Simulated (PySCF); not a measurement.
# A diatomic session: AlCd+

One job finds the state of AlCd+, follows it along the bond with each method and fits the curves.

Computed with PySCF 2.14.0. Level: Al def2-SVPD, Cd def2-SVPD with ECP28, scalar-relativistic core potentials.

## Step 1: The job

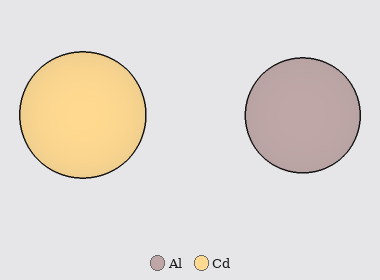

The two atoms at the starting distance (aluminium light grey, cadmium orange).

The job is set up so:

```
atoms                         : Al, Cd
charge                        : 1
basis                         : Al def2-SVPD, Cd def2-SVPD with ECP28
Hamiltonian                   : scalar-relativistic core potentials
basis functions               : 58
electrons treated             : 32
masses in u                   : 26.9815, 113.9034
levels                        : PBE0, PBE, r²SCAN, BP86, M06-L, PBEsol, ωB97X, HF, MP2, SCS-MP2, CCSD, CCSD(T)
grid                          : 80 radial by 434 angular points
occupations                   : held fixed by the projection of orbital angular momentum
dissociation limit            : Al+ + Cd, each in its ground configuration
starting distance in angstrom : 2.695
values of 2S to try           : 0, 2
```

Run with:

```bash
$ OMP_NUM_THREADS=1 python dia.py task.json out
```

After this run come: PBE0 along the bond; Higher solutions at PBE0; PBE; r²SCAN (meta-GGA); BP86 (GGA); M06-L (meta-GGA); PBEsol; ωB97X (range-separated hybrid); RHF (mean field); Adding correlation.

Q: Predict the outcome of this session. Wanted: for each run, Re; ωe; De; μ.

The runs gave:

Lowest PBE0 solution found, without spin–orbit coupling: ¹Σ⁺ (singlet), closed shell. The other levels ran on it alone.

```csv
level,Re (Å),ωe (cm⁻¹),De (eV),μ (D)
RHF,3.279,112.0,0.471,-6.46
RHF-MP2,3.071,132.8,0.59,n/a
RHF-SCS-MP2,3.105,127.6,0.55,n/a
RHF-CCSD,3.093,130.2,0.55,n/a
RHF-CCSD(T),3.067,134.8,0.59,n/a
PBE,3.030,143.3,0.83,-5.99
PBEsol,2.976,151.6,0.89,-5.84
BP86,3.038,140.0,0.76,-6.14
r²SCAN,2.998,149.3,0.83,-5.65
M06-L,3.047,138.3,0.79,-6.02
PBE0,3.038,145.9,0.80,-5.77
ωB97X,3.090,135.7,0.64,-6.32
```

De is counted to Al+ + Cd in their ground configurations. A positive dipole points from Al to Cd; in an ion it is taken about the centre of mass and does not tell which atom is negative.

The methods spread over 0.302 Å in bond length, from PBEsol to RHF. CCSD(T) can't serve as the judge here: for a weak bond in this basis it is far from its limit. Among the levels with a De in the table, it runs from 0.471 eV (RHF) to 0.89 eV (PBEsol).

Correlated steps freeze 5 core orbitals. Spin–orbit coupling is left out.
